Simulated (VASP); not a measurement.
## Lattice of Osmium across functionals and dispersion corrections

How close do the usual functionals, with and without dispersion, come to the cell of Osmium? The levels: LDA, PBEsol, PBE, r2SCAN, PBE + D3(BJ), r2SCAN + rVV10, PBEsol + D3(BJ) and optB86b-vdW. The start is a cell from a database of measured crystal structures.

Method: LDA; plane waves and PAW (Os), in the first sound run; inputs show where later runs differ, in VASP 6.6.1.

## Step 1: Starting point

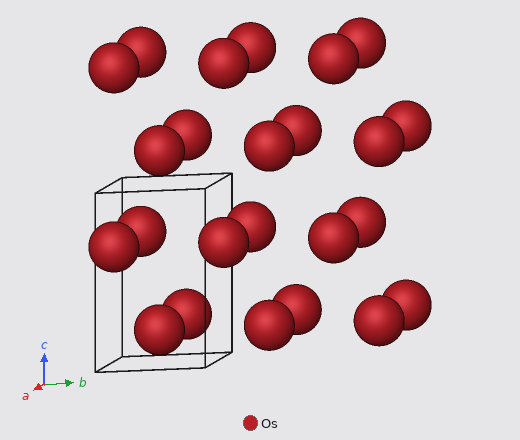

The starting structure, seen slightly off an axis (osmium red). 2×3×2 cells are drawn.

Structure file:

```xyz
2
Lattice="2.7341 0.0000 0.0000 -1.3671 2.3678 0.0000 0.0000 0.0000 4.3197" Properties=species:S:1:pos:R:3 pbc="T T T"
Os    0.0000    1.5785    1.0799
Os    1.3671    0.7893    3.2398
```

## Step 2: Relaxation with LDA

Properties are meant for the cell that this level of theory prefers, so cell and atoms are relaxed first (ISIF = 3) until forces and stress are small; EDIFFG sets the threshold. LDA, the lowest rung, knows the local density alone.

File INCAR:

```
SYSTEM = Os
PREC = Accurate
ENCUT = 520
EDIFF = 1E-06
NELM = 100
ISMEAR = -1
SIGMA = 0.05
LREAL = .FALSE.
ALGO = Normal
GGA = CA
NBANDS = 14
LORBIT = 11
LWAVE = .FALSE.
LCHARG = .FALSE.
KPAR = 2
IBRION = 2
NSW = 60
ISIF = 3
EDIFFG = -0.01
```

File POSCAR:

```
Os
1.0
    2.7341000000      0.0000000000      0.0000000000
   -1.3670500000      2.3678000565      0.0000000000
    0.0000000000      0.0000000000      4.3197000000
Os
2
Direct
    0.3333333333      0.6666666667      0.2500000000
    0.6666666667      0.3333333333      0.7500000000
```

File KPOINTS:

```
Automatic mesh
0
Gamma
9 9 5
0 0 0
```

PAW data sets: Os (PBE family, release 64).

Run with:

```console
$ mpirun -np 2 vasp_std
```

The log of the run:

```text
[banner, memory and clock lines left out]
running    2 mpi-ranks, on    1 nodes
 distrk:  each k-point on    1 cores,    2 groups
 distr:  one band on    1 cores,    1 groups

 POSCAR found type information on POSCAR Os
 POSCAR found :  1 types and       2 ions
|                                                                             |
|               ----> ADVICE to this user running VASP <----                  |
|                                                                             |
|     You enforced a specific xc type in the INCAR file but a different       |
|     [... a line on the potential file left out ...]
|     I HOPE YOU KNOW WHAT YOU ARE DOING!                                     |
|                                                                             |

 LDA part: xc-table for (Slater(with rela. corr.)+CA(PZ))
 , standard interpolation
 POSCAR, INCAR and KPOINTS ok, starting setup
 FFT: planning ... GRIDC
 FFT: planning ... GRID_SOFT
 FFT: planning ... GRID
 WAVECAR not read
 entering main loop
       N       E                     dE             d eps       ncg     rms          rms(c)
DAV:   1     0.102021697720E+03    0.10202E+03   -0.75250E+03  1008   0.110E+03
DAV:   2    -0.213183516724E+02   -0.12334E+03   -0.10913E+03  1044   0.349E+02
DAV:   3    -0.270818339507E+02   -0.57635E+01   -0.54712E+01  1272   0.653E+01
DAV:   4    -0.271475572223E+02   -0.65723E-01   -0.65566E-01  1134   0.715E+00
DAV:   5    -0.271479749313E+02   -0.41771E-03   -0.41759E-03  1248   0.500E-01    0.261E+01
DAV:   6    -0.258411807069E+02    0.13068E+01   -0.12660E+00  1248   0.100E+01    0.112E+01
DAV:   7    -0.254901884230E+02    0.35099E+00   -0.74194E-01  1292   0.755E+00    0.641E-01
DAV:   8    -0.254838353184E+02    0.63531E-02   -0.66639E-03  1008   0.626E-01    0.455E-01
DAV:   9    -0.254795815638E+02    0.42538E-02   -0.25236E-03  1158   0.512E-01    0.584E-02
DAV:  10    -0.254795853137E+02   -0.37500E-05   -0.89067E-05  1326   0.858E-02    0.146E-02
DAV:  11    -0.254795727866E+02    0.12527E-04   -0.38607E-06  1134   0.199E-02    0.203E-03
DAV:  12    -0.254795725651E+02    0.22159E-06   -0.13929E-07   690   0.376E-03
   1 F= -.25479573E+02 E0= -.25474767E+02  d E =-.254796E+02
 curvature:   0.00 expect dE= 0.000E+00 dE for cont linesearch  0.000E+00
 trial: gam= 0.00000 g(F)=  0.126E-49 g(S)=  0.558E-01 ort = 0.000E+00 (trialstep = 0.100E+01)
 search vector abs. value=  0.558E-01
 bond charge predicted
       N       E                     dE             d eps       ncg     rms          rms(c)
DAV:   1    -0.255915033060E+02   -0.11193E+00   -0.58169E+00  1050   0.187E+01    0.768E+00
DAV:   2    -0.254040831406E+02    0.18742E+00   -0.18902E-01  1176   0.477E+00    0.280E+00
DAV:   3    -0.253678951954E+02    0.36188E-01   -0.86548E-02  1270   0.293E+00    0.247E-01
DAV:   4    -0.253689478357E+02   -0.10526E-02   -0.13695E-03  1080   0.244E-01    0.963E-02
DAV:   5    -0.253696061618E+02   -0.65833E-03   -0.46108E-04  1200   0.156E-01    0.315E-02
DAV:   6    -0.253696523352E+02   -0.46173E-04   -0.38233E-05  1218   0.483E-02    0.954E-03
DAV:   7    -0.253696536756E+02   -0.13404E-05   -0.16925E-06   880   0.175E-02    0.359E-03
DAV:   8    -0.253696536704E+02    0.51491E-08   -0.25251E-07   558   0.791E-03
   2 F= -.25369654E+02 E0= -.25365290E+02  d E =0.109919E+00
[...]
3 F= -.25484603E+02 E0= -.25479869E+02  d E =-.503039E-02
[...]
4 F= -.25484606E+02 E0= -.25479874E+02  d E =-.503379E-02
[...]
5 F= -.25484605E+02 E0= -.25479874E+02  d E =-.503194E-02
[...]
6 F= -.25484563E+02 E0= -.25479899E+02  d E =0.417776E-04
 trial-energy change:    0.000042  1 .order    0.000042   -0.000174    0.000258
 step:   0.3371(harm=  0.3371)  dis= 0.00000  next Energy=   -25.484640 (dE=-0.351E-04)
 bond charge predicted
       N       E                     dE             d eps       ncg     rms          rms(c)
DAV:   1    -0.254847243872E+02   -0.16197E-03   -0.64384E-03  1038   0.613E-01    0.431E-02
DAV:   2    -0.254846602774E+02    0.64110E-04   -0.72600E-05  1194   0.103E-01    0.229E-02
DAV:   3    -0.254846396113E+02    0.20666E-04   -0.29377E-05  1188   0.447E-02    0.433E-03
DAV:   4    -0.254846397248E+02   -0.11358E-06   -0.22967E-06  1012   0.162E-02
   7 F= -.25484640E+02 E0= -.25479938E+02  d E =-.352223E-04
 curvature:  -0.17 expect dE=-0.372E-05 dE for cont linesearch -0.303E-09
 trial: gam=-0.00918 g(F)=  0.141E-48 g(S)=  0.216E-04 ort =-0.611E-06 (trialstep = 0.737E+00)
 search vector abs. value=  0.216E-04
 reached required accuracy - stopping structural energy minimisation
```

The job ended after 9 s (2 MPI ranks of AMD EPYC 9R45, shared host; peak memory 0.22 GiB; 17 s of CPU time).

The logs omit lines about the potential files and the build; timing stands in the text.

Parts of OUTCAR (step 2):

```text
ion  position               nearest neighbor table
   1  0.333  0.667  0.250-   2 2.68   2 2.68   2 2.68   2 2.68   2 2.68   2 2.68
   2  0.667  0.333  0.750-   1 2.68   1 2.68   1 2.68   1 2.68   1 2.68   1 2.68

  LATTYP: Found a hexagonal cell.
 ALAT       =     2.7341000000
 C/A-ratio  =     1.5799348963

 Subroutine GETGRP returns: Found 24 space group operations
 (whereof 12 operations were pure point group operations)

The static configuration has the point symmetry D_3d.
 The point group associated with its full space group is D_6h.

 Found     36 irreducible k-points:

   k-points           NKPTS =     36   k-points in BZ     NKDIM =     36   number of bands    NBANDS=     14

   dimension x,y,z NGX =    20 NGY =   20 NGZ =   32
   dimension x,y,z NGXF=    40 NGYF=   40 NGZF=   64

   ENCUT  =  520.0 eV  38.22 Ry    6.18 a.u.   5.08  5.08  8.03*2*pi/ulx,y,z

   NELECT =      16.0000    total number of electrons

 k-points in reciprocal lattice and weights: Automatic mesh
   0.00000000  0.00000000  0.00000000       0.002
   0.11111111  0.00000000  0.00000000       0.015
   0.22222222  0.00000000  0.00000000       0.015
   0.33333333  0.00000000  0.00000000       0.015
   0.44444444  0.00000000  0.00000000       0.015
   0.11111111  0.11111111  0.00000000       0.015
   0.22222222  0.11111111  0.00000000       0.030
   0.33333333  0.11111111  0.00000000       0.030
   0.44444444  0.11111111  0.00000000       0.015
[...]
0.33333333  0.22222222  0.40000000       0.059
   0.33333333  0.33333333  0.40000000       0.010

 average (electrostatic) potential at core
       1 -42.8708       2 -42.8708

 E-fermi :   9.5998

 k-point     1 :       0.0000    0.0000    0.0000
  band No.  band energies     occupation
    ...
      6       7.1144      2.00000
      7       7.1144      2.00000
      8       7.8159      2.00000
      9       7.8159      2.00000
     10       9.4751      1.84733
     11      11.1378      0.00000
     12      11.1378      0.00000
     13      18.6069      0.00000
     14      23.5063      0.00000

 k-point     2 :       0.1111    0.0000    0.0000
  band No.  band energies     occupation
    ...
      6       7.0436      2.00000
      7       7.1679      2.00000
      8       7.4758      2.00000
      9       7.5339      2.00000
     10       8.1841      2.00000
     11      11.3692      0.00000
     12      13.3329      0.00000
     13      18.5534      0.00000
     14      24.5095      0.00000

 k-point     3 :       0.2222    0.0000    0.0000
  band No.  band energies     occupation
    ...
      6       6.7874      2.00000
      7       7.5478      2.00000
      8       7.9756      2.00000
      9       8.2481      2.00000
     10       8.7077      2.00000
     11      11.7734      0.00000
     12      16.3446      0.00000
     13      18.2438      0.00000
     14      24.6486      0.00000

  Total        0.0172224      0.0172224      0.0173478     -0.0000000      0.0000000     -0.0000000
  in kB        0.9982450      0.9982450      1.0055139     -0.0000000      0.0000000     -0.0000000
  external PRESSURE =       1.0006679 kB  Pullay stress =       0.0000000 kB

  energy-cutoff  :      520.00
  volume of cell :       27.64
      direct lattice vectors                 reciprocal lattice vectors
     2.722277414 -0.000000000 -0.000000000     0.367339491  0.212083554 -0.000000000
    -1.361138707  2.357561397  0.000000000     0.000000000  0.424167108 -0.000000000
    -0.000000000  0.000000000  4.306975193    -0.000000000 -0.000000000  0.232181509

 POSITION                                       TOTAL-FORCE (eV/Angst)
 -----------------------------------------------------------------------------------
     -0.00000      1.57171      1.07674        -0.000000      0.000000      0.000000
      1.36114      0.78585      3.23023         0.000000     -0.000000      0.000000
 -----------------------------------------------------------------------------------
    total drift:                               -0.000000      0.000000     -0.000000

  FREE ENERGIE OF THE ION-ELECTRON SYSTEM (eV)
  ---------------------------------------------------
  free  energy   TOTEN  =       -25.4846397248 eV

  energy  without entropy=      -25.4752368511  energy(sigma->0) =      -25.47993829

 reached required accuracy - stopping structural energy minimisation

 total charge
# of ion       s       p       d       tot
------------------------------------------
    1        0.666   0.793   6.100   7.559
    2        0.666   0.793   6.100   7.559
--------------------------------------------------
tot          1.332   1.586  12.199  15.118

[... 3 further parts left out ...]
```

CONTCAR:

```
Os
   1.00000000000000
     2.7222774143544126   -0.0000000000000000   -0.0000000000000000
    -1.3611387071772063    2.3575613969923359    0.0000000000000000
    -0.0000000000000000    0.0000000000000000    4.3069751931054423
  Os
     2
Direct
     0.3333333332999970    0.6666666667000030    0.2500000000000000
     0.6666666667000030    0.3333333332999970    0.7500000000000000
```

The k-mesh is coarse for a metal. The PAW data sets were made with PBE, though LDA sets exist; this is a small mismatch. The run keeps the 24 symmetry operations of its start, so it cannot find a distortion of lower symmetry.

Relaxation path:

```
step  energy less that of the first step (eV)  largest force (eV/Å)  pressure (GPa)  volume (Å³)
   1                                   0.0000                0.0000           -5.02        27.96
   2                                   0.1099                0.0000           27.32        26.23
   3                                  -0.0050                0.0000           -0.12        27.66
   4                                  -0.0050                0.0000            0.00        27.65
   5                                  -0.0050                0.0000            0.11        27.64
   6                                  -0.0050                0.0000            0.09        27.64
   7                                  -0.0051                0.0000            0.10        27.64
```

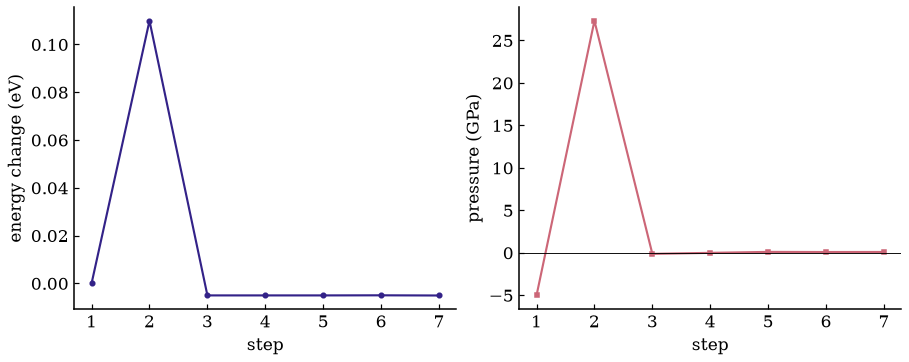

Energy and pressure along the relaxation.

```
conventional cell, symmetrised  before  after  change
                         a (Å)   2.734  2.722  -0.4 %
                         b (Å)   2.734  2.722  -0.4 %
                         c (Å)   4.320  4.307  -0.3 %
              volume (Å³/atom)   13.98  13.82  -1.2 %
```

Final coordinates:

```xyz
2
Lattice="2.7223 0.0000 0.0000 -1.3611 2.3576 0.0000 0.0000 0.0000 4.3070" Properties=species:S:1:pos:R:3 pbc="T T T"
Os    0.0000    1.5717    1.0767
Os    1.3611    0.7859    3.2302
```

Numbers from this step:

```
electrons                       : 16
bands                           : 14
irreducible k-points            : 36
symmetry operations             : 24
free energy (TOTEN)             : -25.48 eV
energy at zero smearing         : -25.48 eV
Fermi energy                    : 9.600 eV
pressure                        : 0.1001 GPa
metallic                        : yes
SCF cycles over all ionic steps : 41
```

It ends with forces that vanish by symmetry and a pressure of 0.10 GPa. The volume lies -1.2 % from that of the database's start, which holds the thermal and zero-point expansion of its experiment. The conventional cell has a = 2.722 and c = 4.307 Å.

(Part 1 of 3 ends here.)

[Lines on the potential files, build, host, timing and source positions are cut from VASP's logs without a mark.]

[Logs are printed without paths, hosts, clocks, repeated set-up lines and the standing remarks that a program may print on its own settings, such as how far it seeks lower states.]

[Hosts, paths, dates, database ids (printed as entryN), source tags and the programs' standing remarks are cut or masked in the printed files.]

[Measured values are set beside computed ones only where the two were judged alike; some that the calculation misses by far are left out.]
